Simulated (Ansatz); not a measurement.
CH$_{6}$AlB (SMILES [BH3-][Al+][CH3])

Input file:

```
basis:
  gaussian: {orbitals: def2-TZVPD}
crystal:
  periodic: [false, false, false]
  atoms:
    - {symbol: C, position_ang: [-2.878100, -1.151819, -0.165110]}
    - {symbol: Al, position_ang: [-1.008102, -0.676970, -0.478403]}
    - {symbol: B, position_ang: [0.824816, -1.076889, -1.234747]}
    - {symbol: H, position_ang: [0.143808, -2.083063, -1.541235]}
    - {symbol: H, position_ang: [1.645228, -1.316569, -0.392423]}
    - {symbol: H, position_ang: [1.098544, -0.401278, -2.188278]}
    - {symbol: H, position_ang: [-3.412695, -0.375480, 0.389212]}
    - {symbol: H, position_ang: [-3.402439, -1.307310, -1.113868]}
    - {symbol: H, position_ang: [-2.950638, -2.082430, 0.407566]}
magnetization: {spin_polarized: false}
hamiltonian: {xc: pbe0}
output: {forces: true, orbitals: {seedname: orbitals}}
```

Launched as:

```sh
ansatz run input.yaml --threads 2 --pin off --max-ram 4350MiB --events-out events.jsonl --progress --plain --runs-dir runs
```

Geometry: PBE0-D4/def2-TZVP.

Level of theory: Ansatz 0.2.0, isolated molecule in a Gaussian basis; Kohn-Sham density functional theory, functional PBE0.

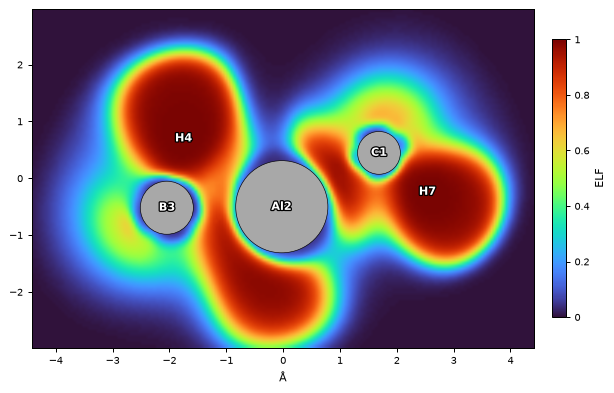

Figure 1. ELF on the plane of atoms C1, Al2 and B3. Grey discs cover the atomic cores.

What does the map show?

- Atoms in the plane: C, Al, B and H.
- C–Al (1.95 Å): the ELF peaks at about 0.95 between the atoms: a shared but strongly polarised pair.
- Al–B (2.02 Å): the ELF peaks at about 0.80 between the atoms; a covalent bond.
- C–H (1.09 Å): the ELF climbs to about 1 towards the hydrogen, as it does in any bond to H: an ordinary covalent bond to hydrogen.
- The ELF also peaks beside Al2, away from the bonds: lone-pair regions.

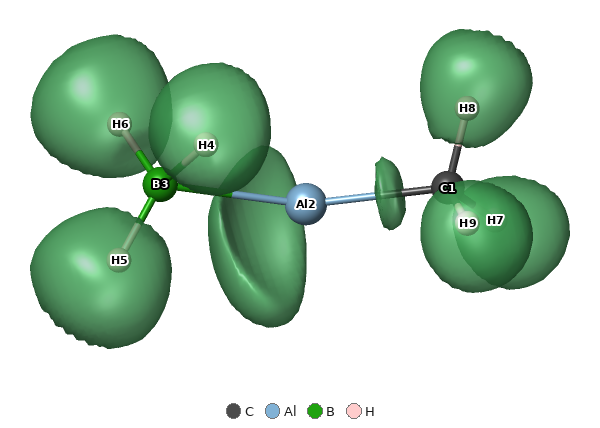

Figure 2. Isosurface of the ELF at 0.9 (green), seen at an oblique angle. Core shells and regions of very low density are left out.

Describe the localisation domains.

At this value the surface marks out one region between bonded Al–C atoms (shared pairs), six regions around hydrogen nuclei and one lobe on Al, pointing away from the bonds (lone pairs).

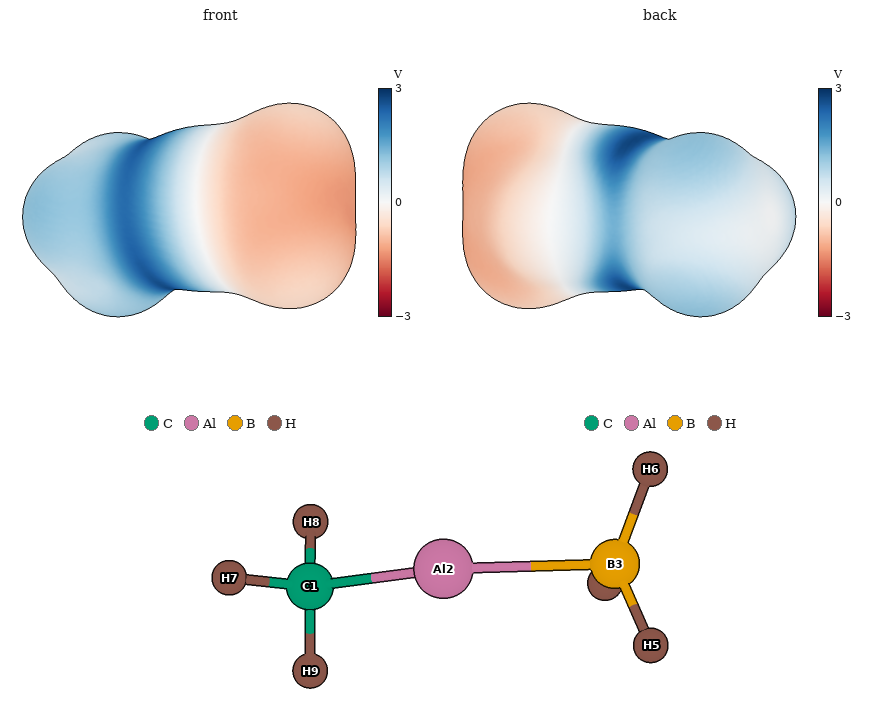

Figure 3. The molecular electrostatic potential painted on the density surface at 0.002 e/bohr³, seen from the front and from behind; the colour scale runs from red (negative) to blue (positive). The bare structure is drawn below in the same view.

Describe the electrostatic potential map.

The most negative region (about −1.3 V, or −30 kcal/mol for a unit charge) lies over H5, the most positive (about +2.7 V, or +62 kcal/mol for a unit charge) over Al2.
